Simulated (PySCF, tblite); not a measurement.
# C₈H₉ClSi: geometry, infrared bands and NMR shifts

Aim: predict the infrared bands and NMR shifts of C₈H₉ClSi (`C#C[SiH2]C#CCC1(Cl)CC1`).

Programs: tblite 0.8.0 and PySCF 2.14.0, with density-fitted response routines of our own. Each step states its level of theory. These are calculated values for one molecule in the gas phase, unless marked as measured. Atoms count from 0, in the outputs and in this text.

## (1) Starting geometry

19 atoms, charge 0, multiplicity 1; geometry from: force field or distance geometry start.

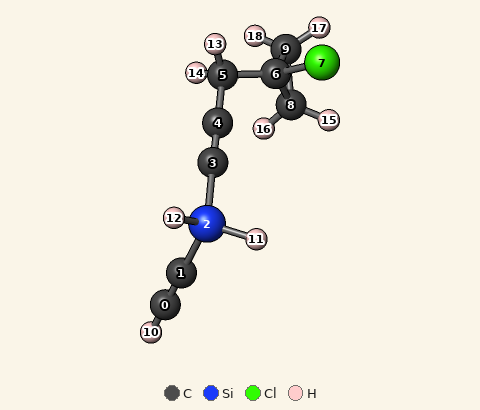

The starting geometry (carbon dark grey, silicon blue, chlorine green, hydrogen pink), atoms numbered.

## (2) Geometry optimisation with GFN2-xTB

The job: settings as JSON, then the geometry in Å.

```
{"job": {"kind": "relax", "xc": "GFN2-xTB", "basis": "xTB"}, "charge": 0, "multiplicity": 1}
C      4.177700     1.323100    -1.970400
C      3.765500     0.525100    -1.182100
Si     3.155100    -0.740900     0.076300
C      1.280500    -0.911700    -0.014300
C      0.083600    -1.031500    -0.034400
C     -1.382700    -1.166400    -0.090500
C     -1.909400    -0.222600     0.962500
Cl    -1.708700    -0.764400     2.660100
C     -1.894900     1.267500     0.731400
C     -3.203000     0.520300     0.685900
H      4.519400     2.039200    -2.678600
H      3.547800    -0.324400     1.441400
H      3.777800    -2.050900    -0.185300
H     -1.683400    -2.196300     0.115600
H     -1.750700    -0.891800    -1.082600
H     -1.720000     1.924200     1.589000
H     -1.487800     1.644800    -0.198600
H     -3.902700     0.669400     1.493200
H     -3.673700     0.396600    -0.278700
```

Run with:

```sh
> OMP_NUM_THREADS=1 python probes_run.py task.json out
```

The driver reads the jobs from task.json and runs them one after another.

**Question.** This job is followed by: GFN2-xTB harmonic vibrations, gas phase; GIAO PBE0/pcSseg-1 NMR shielding, non-relativistic, gas phase. Predict these results of the whole session: strongest single infrared mode (GFN2-xTB); zero-point energy (GFN2-xTB); 13C shifts against TMS (PBE0/pcSseg-1, means over atoms taken as alike); 1H shifts against TMS (PBE0/pcSseg-1, means over atoms taken as alike); 29Si shifts against TMS (PBE0/pcSseg-1); 35Cl shifts against HCl (PBE0/pcSseg-1).

**Answer**, as computed:

```
                                                               quantity                                           value
                              strongest single infrared mode (GFN2-xTB)                            733 cm⁻¹, 493 km/mol
                                           zero-point energy (GFN2-xTB)                                   83.6 kcal/mol
13C shifts against TMS (PBE0/pcSseg-1, means over atoms taken as alike)  114.7, 103.0, 85.3, 83.5, 49.4, 35.4, 18.9 ppm
 1H shifts against TMS (PBE0/pcSseg-1, means over atoms taken as alike)                4.77, 2.60, 1.88, 1.12, 0.87 ppm
                                29Si shifts against TMS (PBE0/pcSseg-1)                                       -93.3 ppm
                                35Cl shifts against HCl (PBE0/pcSseg-1)                                         192 ppm
```

In words: Over 55 steps the energy fell by 0.138 eV; of the close pairs, Si2–C3 changed most, 1.885 to 1.847 Å. All 51 modes are real, so the xTB geometry is a minimum. The strongest single mode, at 733 cm⁻¹, has its largest shares on Si2, H12 and H11 (the list is cut at 3 atoms). GFN2-xTB is a fitted tight-binding method: band positions and strengths are rough. Its intensities can rank the bands wrongly. At PBE0/pcSseg-1: Shielding is most anisotropic at Cl7 (span 584 ppm, paramagnetic term -390 ppm).
